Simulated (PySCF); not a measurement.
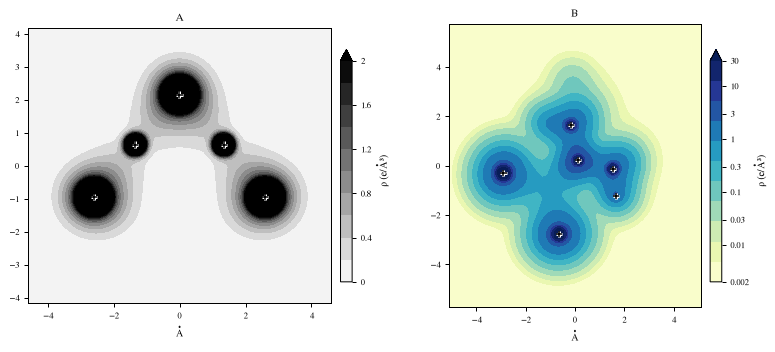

The electron density of 2 systems, each on a plane through atoms (crosses mark nuclei in the plane).

The calculation used B3LYP/def2-SVPD, SCF density, gas phase (PySCF 2.14.0).

System 1: C3H8Cl3NSi (Si(NMeEt)Cl3), the plane of atoms N2, C3 and H8. Geometry: PBE0-D3(BJ)/def2-SVP.

```
atom    x (Å)    y (Å)    z (Å)
  Si  -0.1937   0.5014  -1.8166
   N  -0.3210   0.4977  -0.1205
   C   0.3456   1.5227   0.6569
   C  -0.7342  -0.6850   0.6217
   C   0.4025  -1.6293   0.9859
   H  -0.2897   1.8228   1.5081
   H   1.3214   1.1933   1.0566
   H   0.5180   2.4184   0.0438
   H  -1.2536  -0.3422   1.5347
   H  -1.4872  -1.2243   0.0279
   H   0.0235  -2.4864   1.5632
   H   0.8943  -2.0182   0.0807
   H   1.1702  -1.1301   1.5966
  Cl   1.6492  -0.1064  -2.5097
  Cl  -0.4886   2.3958  -2.5473
  Cl  -1.5913  -0.7643  -2.6157
```

System 2: Be4Se4 ((BeSe)4 ring), the plane of atoms Be5, Se6 and Be7. Geometry: PBE0-D3(BJ)/def2-SVP.

```tsv
atom	x (Å)	y (Å)	z (Å)
Be	-0.0209	-1.8937	0.2420
Se	1.5428	-1.6815	1.5094
Be	1.8504	0.0156	0.4474
Se	2.0397	1.7179	-0.6331
Be	0.0544	1.8714	-0.2652
Se	-1.9313	1.8910	0.1299
Be	-1.8160	-0.0401	-0.4679
Se	-1.5809	-1.9663	-1.0461
```

Match each panel to its system.

Panel A is system 2, Be4Se4: the plane holds Se and Be. Be–Se (2.02 Å): ρ at the midpoint is about 0.77 e/Å³. Panel B is system 1, C3H8Cl3NSi: the plane holds N, C, H and Cl. C–N (1.45 Å): ρ at the midpoint is about 1.9 e/Å³.
